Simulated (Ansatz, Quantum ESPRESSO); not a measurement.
# 2H-TiCl2, 1 layer in a field-effect set-up, part 7 of 8

Wanted: induced charge and band edges of 2H-TiCl2, 1 layer beside a charged plate.

Quantum ESPRESSO 7.5; plane-wave DFT, PBEsol, GBRV ultrasoft pseudopotentials; geometry by Ansatz 0.2.0 with PAW datasets.

So far. Step 19 (Bands along a path: charge -0.0987 e against a gate): Along this path the valence top lies at K and the conduction bottom between K and Γ.

## (21) Projected density of states

Level of this step: projected DOS under the gate (Quantum ESPRESSO).

Projections on atomic orbitals tell which layers and orbitals hold the states near the zero of energy.

pdos.in reads:

```
&projwfc
  prefix = 'g3'
  outdir = './out'
  filpdos = 'pdos'
  Emin = -2.467
  Emax = 3.533
  DeltaE = 0.04
  ngauss = 0
  degauss = 0.005
/
```

Launch:

```console
$ OMP_NUM_THREADS=1 mpirun -n 4 projwfc.x -in pdos.in > pdos.out
```

Output:

```text
[banner, memory and clock lines left out]
Program PROJWFC v.7.5 starts

          URL

     ./out/g3.save/

     IMPORTANT: XC functional enforced from input :
     Exchange-correlation= PBESOL
                           (   1   4  10   8   0   0   0)
     Any further DFT definition will be discarded
     Please, verify this is what you really want

     Adding charged plate to compensate the charge of the system - add_gatefield
     see PRB 89, 245406 (2014), works only for 2D systems perpendicular to z
                                i.e. 3rd lattice vector is (0,0,c)

        prefactor of the potential in [Ha a.u.]:    -0.018676
               position of the gate within cell:     0.22908
         ion-gate + gate-gate contribution to the total energy:    -9.050565
                         gate-gate contribution:     0.014699

        Adding potential to prevent charge spilling into region of the gate
        Potential is linearly increased and decreased within the first/last eopreg of block_size
        block_size =  0.15799 in units of unit cell length
        block_height =  2.00000 in Ry

     negative rho (up, down):  3.372E-02 0.000E+00

     Adding external electric field

     Computed dipole along edir(3) :
        Dipole               -0.8291 Ry au,         -2.1074 Debye
        Dipole field         -0.0066 Ry au,

        Potential amp.        0.6213 Ry
        Total length         47.3667 bohr

     Gaussian broadening (read from input): ngauss,degauss=   0    0.005000

     Calling projwave ....
     one sub-group per band group will be used

     linear algebra parallelized on   4 procs

  Problem Sizes
  natomwfc =           18
  nx       =            9
  nbnd     =           19
  nkstot   =           19
  npwx     =         1765
  nkb      =           54

     Atomic states used for projection
     (read from pseudopotential files):

     state #   1: atom   1 (Cl ), wfc  1 (l=0 m= 1)
     state #   2: atom   1 (Cl ), wfc  2 (l=1 m= 1)
     state #   3: atom   1 (Cl ), wfc  2 (l=1 m= 2)
     state #   4: atom   1 (Cl ), wfc  2 (l=1 m= 3)
     state #   5: atom   2 (Ti ), wfc  1 (l=0 m= 1)
     state #   6: atom   2 (Ti ), wfc  2 (l=1 m= 1)
     state #   7: atom   2 (Ti ), wfc  2 (l=1 m= 2)
     state #   8: atom   2 (Ti ), wfc  2 (l=1 m= 3)
     state #   9: atom   2 (Ti ), wfc  3 (l=0 m= 1)
     state #  10: atom   2 (Ti ), wfc  4 (l=2 m= 1)
     state #  11: atom   2 (Ti ), wfc  4 (l=2 m= 2)
     state #  12: atom   2 (Ti ), wfc  4 (l=2 m= 3)
     state #  13: atom   2 (Ti ), wfc  4 (l=2 m= 4)
     state #  14: atom   2 (Ti ), wfc  4 (l=2 m= 5)
     state #  15: atom   3 (Cl ), wfc  1 (l=0 m= 1)
     state #  16: atom   3 (Cl ), wfc  2 (l=1 m= 1)
     state #  17: atom   3 (Cl ), wfc  2 (l=1 m= 2)
     state #  18: atom   3 (Cl ), wfc  2 (l=1 m= 3)

[... projections of each state ...]
Lowdin Charges:

     Atom #   1: total charge =   7.3461, s =  1.9116,
     Atom #   1: total charge =   7.3461, p =  5.4345, pz=  1.8257, px=  1.8044, py=  1.8044,
     Atom #   1: total charge =   7.3461, d =  0.0000, dz2=  0.0000, dxz=  0.0000, dyz=  0.0000, dx2-y2=  0.0000, dxy=  0.0000,
     Atom #   2: total charge =  11.1200, s =  2.4894,
     Atom #   2: total charge =  11.1200, p =  5.9954, pz=  1.9988, px=  1.9983, py=  1.9983,
     Atom #   2: total charge =  11.1200, d =  2.6353, dz2=  0.8061, dxz=  0.2872, dyz=  0.2872, dx2-y2=  0.6274, dxy=  0.6274,
     Atom #   3: total charge =   7.2824, s =  1.9130,
     Atom #   3: total charge =   7.2824, p =  5.3694, pz=  1.8011, px=  1.7842, py=  1.7842,
     Atom #   3: total charge =   7.2824, d =  0.0000, dz2=  0.0000, dxz=  0.0000, dyz=  0.0000, dx2-y2=  0.0000, dxy=  0.0000,
     Spilling Parameter:   0.0134
```

Elapsed: 0.99 s, on 4 MPI ranks of Arm Neoverse V2, shared host; peak memory 0.11 GiB.

Numbers from this step:

* spilling of the projection: 0.0134

The density of states has structure finer than the step of the table below, so its rows give means over 0.2 eV, whole bins alone (the curve runs from -3.00 to 1.00 eV). Peaks (eV: height): -1.60: 3.39, -1.36: 4.3, 0.08: 3.63, 0.48: 7.01, 0.96: 9.19.

Gaussian width 0.005 Ry; cut where the computed bands begin to run out. Density of states against energy, zero at the Fermi level; means over each step:

```
energy (eV)  density of states (states/eV a cell)
       -2.0                                6.2e-4
       -1.8                                 0.546
       -1.6                                  2.51
       -1.4                                  3.45
       -1.2                                  2.22
       -1.0                                  1.13
       -0.8                                 0.146
       -0.6                               0.00166
       -0.4                                     0
       -0.2                               0.00204
        0.0                                  1.52
        0.2                                  3.28
        0.4                                  5.15
        0.6                                  5.85
        0.8                                  5.92
```

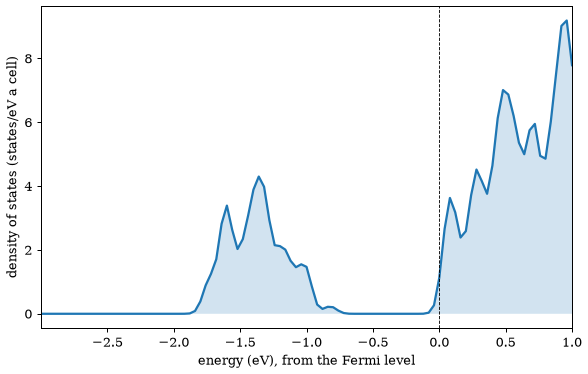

Density of states against energy.

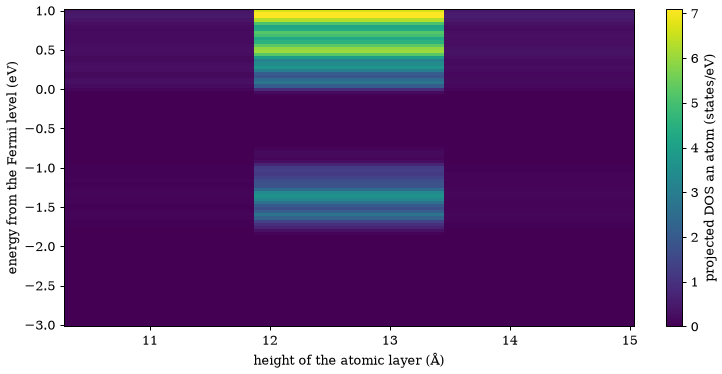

Projected DOS an atom over height of the atomic layer and energy from the Fermi level. Columns are the atomic layers from the bottom up.

The atomic orbitals miss 1.3 % of the occupied states; for empty states the projections can miss much more.

On so few k points the sharp peaks and dips of the DOS are largely sampling.

## (22) Ground state, with K_POINTS = [16, 16, 1]

How much does a setting matter? One run is repeated with a change.

g1.w0.in reads:

```
&control
  prefix = 'g1.w0'
  outdir = './out'
  pseudo_dir = './pseudo'
  calculation = 'scf'
  tprnfor = .true.
  tefield = .true.
  dipfield = .true.
  gate = .true.
/
&system
  ibrav = 0
  nat = 3
  ntyp = 2
  ecutwfc = 40
  ecutrho = 200
  occupations = 'smearing'
  smearing = 'fd'
  degauss = 0.004
  edir = 3
  emaxpos = 0.217081
  eopreg = 0.01
  eamp = 0.0
  zgate = 0.229081
  block = .true.
  block_1 = 0.150088
  block_2 = 0.308074
  block_height = 2.0
  tot_charge = -0.0395
  nbnd = 19
/
&electrons
  conv_thr = 1e-07
  mixing_beta = 0.4
  electron_maxstep = 120
  mixing_mode = 'local-TF'
/
ATOMIC_SPECIES
  Cl  35.4500  cl_pbesol_v1.4.uspp.F.UPF
  Ti  47.8670  ti_pbesol_v1.4.uspp.F.UPF
CELL_PARAMETERS angstrom
  3.27674852667764 0.00000000000000 0.00000000000000
  -1.63837426333882 2.83774746591607 0.00000000000000
  0.00000000000000 0.00000000000000 25.31856245310000
ATOMIC_POSITIONS crystal
  Cl  0.333333333333 0.666666666667 0.437464339022
  Ti  0.000000000000 -0.000000000000 0.499999983291
  Cl  0.333333333333 0.666666666667 0.562535677687
K_POINTS automatic
  16 16 1 0 0 0
```

Launch:

```console
$ OMP_NUM_THREADS=1 mpirun -n 4 pw.x -nk 4 -in g1.w0.in > g1.w0.out
```

Output:

```text
[banner, memory and clock lines left out]
Program PWSCF v.7.5 starts
[citation notice left out]

[...]
Message from routine setup:
[...]
bravais-lattice index     =            0
     lattice parameter (alat)  =       6.1922  a.u.
     unit-cell volume          =    1588.7388 (a.u.)^3
     number of atoms/cell      =            3
     number of atomic types    =            2
     number of electrons       =        26.04
     number of Kohn-Sham states=           19
     kinetic-energy cutoff     =      40.0000  Ry
     charge density cutoff     =     200.0000  Ry
     scf convergence threshold =      1.0E-07
     mixing beta               =       0.4000
     number of iterations used =            8  local-TF  mixing
     Exchange-correlation= SLA  PW   PSX  PSC
                           (   1   4  10   8   0   0   0)

[...]
PseudoPot. # 1 for Cl read from file:
     ./pseudo/cl_pbesol_v1.4.uspp.F.UPF
     Pseudo is Ultrasoft + core correction, Zval =  7.0
     Generated by new atomic code, or converted to UPF format
     Using radial grid of  909 points,  6 beta functions with:
                l(1) =   0
                l(2) =   0
                l(3) =   1
                l(4) =   1
                l(5) =   2
                l(6) =   2
     Q(r) pseudized with  8 coefficients,  rinner =    1.300   1.300   1.300
                                                       1.300   1.300

     PseudoPot. # 2 for Ti read from file:
     ./pseudo/ti_pbesol_v1.4.uspp.F.UPF
     Pseudo is Ultrasoft + core correction, Zval = 12.0
     Generated by new atomic code, or converted to UPF format
     Using radial grid of  851 points,  6 beta functions with:
                l(1) =   0
                l(2) =   0
                l(3) =   1
                l(4) =   1
                l(5) =   2
                l(6) =   2
     Q(r) pseudized with  6 coefficients,  rinner =    1.000   1.000   1.000
                                                       1.000   1.000

     atomic species   valence    mass     pseudopotential
     Cl                7.00    35.45000     Cl( 1.00)
     Ti               12.00    47.86700     Ti( 1.00)

      6 Sym. Ops. (no inversion) found

                                    s                        frac. trans.

      isym =  1     identity

 cryst.   s( 1) = (     1          0          0      )
                  (     0          1          0      )
                  (     0          0          1      )

 cart.    s( 1) = (  1.0000000  0.0000000  0.0000000 )
                  (  0.0000000  1.0000000  0.0000000 )
                  (  0.0000000  0.0000000  1.0000000 )

      isym =  2     120 deg rotation - cryst. axis [0,0,1]

 cryst.   s( 2) = (     0          1          0      )
                  (    -1         -1          0      )
                  (     0          0          1      )

 cart.    s( 2) = ( -0.5000000 -0.8660254  0.0000000 )
                  (  0.8660254 -0.5000000  0.0000000 )
                  (  0.0000000  0.0000000  1.0000000 )

      isym =  3     120 deg rotation - cryst. axis [0,0,-1]

 cryst.   s( 3) = (    -1         -1          0      )
                  (     1          0          0      )
                  (     0          0          1      )

 cart.    s( 3) = ( -0.5000000  0.8660254  0.0000000 )
                  ( -0.8660254 -0.5000000  0.0000000 )
                  (  0.0000000  0.0000000  1.0000000 )

      isym =  4     inv. 180 deg rotation - cart. axis [1,0,0]

 cryst.   s( 4) = (    -1          0          0      )
                  (     1          1          0      )
                  (     0          0          1      )

 cart.    s( 4) = ( -1.0000000  0.0000000  0.0000000 )
                  (  0.0000000  1.0000000  0.0000000 )
                  (  0.0000000  0.0000000  1.0000000 )

      isym =  5     inv. 180 deg rotation - cryst. axis [0,1,0]

 cryst.   s( 5) = (     1          1          0      )
                  (     0         -1          0      )
                  (     0          0          1      )

 cart.    s( 5) = (  0.5000000  0.8660254  0.0000000 )
                  (  0.8660254 -0.5000000  0.0000000 )
                  (  0.0000000  0.0000000  1.0000000 )

      isym =  6     inv. 180 deg rotation - cryst. axis [1,1,0]

 cryst.   s( 6) = (     0         -1          0      )
                  (    -1          0          0      )
                  (     0          0          1      )

 cart.    s( 6) = (  0.5000000 -0.8660254  0.0000000 )
                  ( -0.8660254 -0.5000000  0.0000000 )
                  (  0.0000000  0.0000000  1.0000000 )

[...]
number of k points=    30  Fermi-Dirac smearing, width (Ry)=  0.0040
[...]
Dense  grid:    75695 G-vectors     FFT dimensions: (  27,  27, 216)

     Smooth grid:    54385 G-vectors     FFT dimensions: (  25,  25, 200)

     Dynamical RAM for                 wfc:       1.97 MB

     Dynamical RAM for     wfc (w. buffer):      17.71 MB

     Dynamical RAM for           str. fact:       2.31 MB

     Dynamical RAM for           local pot:       0.00 MB

     Dynamical RAM for          nlocal pot:       5.59 MB

     Dynamical RAM for                qrad:       2.27 MB

     Dynamical RAM for          rho,v,vnew:       7.07 MB

     Dynamical RAM for               rhoin:       2.36 MB

     Dynamical RAM for            rho*nmix:      18.48 MB

     Dynamical RAM for           G-vectors:       4.75 MB

     Dynamical RAM for          h,s,v(r/c):       0.07 MB

     Dynamical RAM for          <psi|beta>:       0.02 MB

     Dynamical RAM for                 psi:       3.94 MB

     Dynamical RAM for                hpsi:       3.94 MB

     Dynamical RAM for                spsi:       3.94 MB

     Dynamical RAM for      wfcinit/wfcrot:       3.94 MB

     Dynamical RAM for           addusdens:      55.15 MB

     Dynamical RAM for          addusforce:      55.45 MB

     Adding charged plate to compensate the charge of the system - add_gatefield
     see PRB 89, 245406 (2014), works only for 2D systems perpendicular to z
                                i.e. 3rd lattice vector is (0,0,c)

        prefactor of the potential in [Ha a.u.]:    -0.007474
               position of the gate within cell:     0.22908
         ion-gate + gate-gate contribution to the total energy:    -3.629117
                         gate-gate contribution:     0.002354

[...]
negative rho (up, down):  3.131E-02 0.000E+00

[...]
Dipole               -0.7516 Ry au,         -1.9103 Debye
[...]
total energy              =    -189.00950943 Ry
     estimated scf accuracy    <       0.01203865 Ry

     iteration #  6     ecut=    40.00 Ry     beta= 0.40
[...]
---- Real-time Memory Report at c_bands before calling an iterative solver
           168 MiB given to the printing process from OS
            92 MiB allocation reported by mallinfo(arena+hblkhd)
[...]
------------------
[...]
negative rho (up, down):  3.136E-02 0.000E+00

[...]
Dipole               -0.7479 Ry au,         -1.9009 Debye
[...]
total energy              =    -189.00876819 Ry
     estimated scf accuracy    <       0.00741362 Ry

[...]
iteration # 18     ecut=    40.00 Ry     beta= 0.40
[...]
---- Real-time Memory Report at c_bands before calling an iterative solver
           175 MiB given to the printing process from OS
            99 MiB allocation reported by mallinfo(arena+hblkhd)
[...]
------------------
[...]
negative rho (up, down):  3.375E-02 0.000E+00

[...]
Dipole               -0.3439 Ry au,         -0.8740 Debye
[...]
total energy              =    -189.00702282 Ry
     estimated scf accuracy    <       0.00000287 Ry

     iteration # 19     ecut=    40.00 Ry     beta= 0.40
[...]
---- Real-time Memory Report at c_bands before calling an iterative solver
           175 MiB given to the printing process from OS
            99 MiB allocation reported by mallinfo(arena+hblkhd)
[...]
------------------
[...]
negative rho (up, down):  3.376E-02 0.000E+00

[...]
Dipole               -0.3429 Ry au,         -0.8715 Debye
[...]
total energy              =    -189.00702300 Ry
     estimated scf accuracy    <       0.00000041 Ry

     iteration # 20     ecut=    40.00 Ry     beta= 0.40
[...]
---- Real-time Memory Report at c_bands before calling an iterative solver
           175 MiB given to the printing process from OS
            99 MiB allocation reported by mallinfo(arena+hblkhd)
[...]
------------------
[...]
negative rho (up, down):  3.381E-02 0.000E+00

[...]
Dipole               -0.3405 Ry au,         -0.8655 Debye
[...]
total energy              =    -189.00702297 Ry
     estimated scf accuracy    <       0.00000020 Ry

     iteration # 21     ecut=    40.00 Ry     beta= 0.40
[...]
---- Real-time Memory Report at c_bands before calling an iterative solver
           175 MiB given to the printing process from OS
            99 MiB allocation reported by mallinfo(arena+hblkhd)
[...]
------------------
[...]
negative rho (up, down):  3.383E-02 0.000E+00

[...]
Dipole               -0.3404 Ry au,         -0.8652 Debye
[...]
End of self-consistent calculation

          k = 0.0000 0.0000 0.0000 (  6817 PWs)   bands (ev):

   -58.0218 -34.5151 -34.2778 -34.2778 -18.6115 -17.9680  -7.9971  -5.5840
    -4.8910  -4.8910  -4.4884  -4.4884  -0.9598   0.2613   0.2613   0.4882
     0.4882   2.1600   2.8328

     occupation numbers
     1.0000   1.0000   1.0000   1.0000   1.0000   1.0000   1.0000   1.0000
     1.0000   1.0000   1.0000   1.0000   1.0000   0.0259   0.0259   0.0004
     0.0004   0.0000   0.0000

          k = 0.0000 0.0722 0.0000 (  6819 PWs)   bands (ev):

   -58.0210 -34.5133 -34.2856 -34.2795 -18.5784 -17.9482  -7.9546  -5.5956
    -5.0625  -4.8974  -4.6103  -4.5402  -0.9726   0.2332   0.2736   0.4777
     0.5387   2.3354   2.9146

     occupation numbers
     1.0000   1.0000   1.0000   1.0000   1.0000   1.0000   1.0000   1.0000
     1.0000   1.0000   1.0000   1.0000   1.0000   0.0427   0.0208   0.0005
     0.0002   0.0000   0.0000

[...]
the Fermi energy is     0.0640 ev

!    total energy              =    -189.00702298 Ry
     estimated scf accuracy    <       0.00000002 Ry
     smearing contrib. (-TS)   =      -0.00059343 Ry
     internal energy E=F+TS    =    -189.00642955 Ry

     The total energy is F=E-TS. E is the sum of the following terms:
     one-electron contribution =   -1450.44460939 Ry
     hartree contribution      =     726.31083662 Ry
     xc contribution           =     -36.70603378 Ry
     ewald contribution        =     575.46157716 Ry
     electric field correction =       0.00091658 Ry
     gate field correction     =      -3.62911674 Ry

     convergence has been achieved in  21 iterations

     negative rho (up, down):  3.383E-02 0.000E+00

     Forces acting on atoms (cartesian axes, Ry/au):

     atom    1 type  1   force =     0.00000000    0.00000000    0.00958278
     atom    2 type  2   force =     0.00000000    0.00000000    0.00366936
     atom    3 type  1   force =     0.00000000    0.00000000   -0.01325213
     The non-local contrib.  to forces
     atom    1 type  1   force =     0.00000000    0.00000000    0.20627308
     atom    2 type  2   force =     0.00000000    0.00000000   -0.00609666
     atom    3 type  1   force =     0.00000000    0.00000000   -0.22838964
     The ionic contribution  to forces
     atom    1 type  1   force =     0.00000000   -0.00000000  -39.29697401
     atom    2 type  2   force =    -0.00000000    0.00000000   -0.00000329
     atom    3 type  1   force =     0.00000000   -0.00000000   39.29697730
     The local contribution  to forces
     atom    1 type  1   force =     0.00000000   -0.00000000   39.00422798
     atom    2 type  2   force =     0.00000000    0.00000000   -0.13667318
     atom    3 type  1   force =     0.00000000   -0.00000000  -39.15799449
     The core correction contribution to forces
     atom    1 type  1   force =    -0.00000000    0.00000000   -0.00262585
     atom    2 type  2   force =     0.00000000    0.00000000   -0.00044224
     atom    3 type  1   force =    -0.00000000    0.00000000    0.00304910
     The Hubbard contrib.    to forces
     atom    1 type  1   force =     0.00000000    0.00000000    0.00000000
     atom    2 type  2   force =     0.00000000    0.00000000    0.00000000
     atom    3 type  1   force =     0.00000000    0.00000000    0.00000000
     The SCF correction term to forces
     atom    1 type  1   force =     0.00000000   -0.00000000   -0.00015100
     atom    2 type  2   force =    -0.00000007    0.00000005   -0.00002988
     atom    3 type  1   force =    -0.00000000    0.00000000    0.00044751

     Gate contribution to forces:
     atom    1 type  1   force =     0.00000000   -0.00000000    0.06102851
     atom    2 type  2   force =     0.00000000   -0.00000000    0.08218503
     atom    3 type  1   force =     0.00000000   -0.00000000    0.03485402

     Total force =     0.016760     Total SCF correction =     0.000473

[...]
```

The job ended after 37 s (4 MPI ranks; peak memory 0.61 GiB).

The Fermi energy comes to 0.064 eV against 0.067 eV, on pw.x's own zeros, which move with the slab's dipole; no bands were compared.

[end of part 7 of 8]

[Logs are printed without paths, hosts, clocks, repeated set-up lines and the standing remarks that a program may print on its own settings, such as how far it seeks lower states.]

[Hosts, paths, dates, database ids (printed as entryN), source tags and the programs' standing remarks are cut or masked in the printed files.]

[Maps of the electrostatic potential energy from Ansatz leave out the sawtooth potential of an applied field or a dipole correction, so their vacuum need not be flat; planar profiles and work functions include it.]
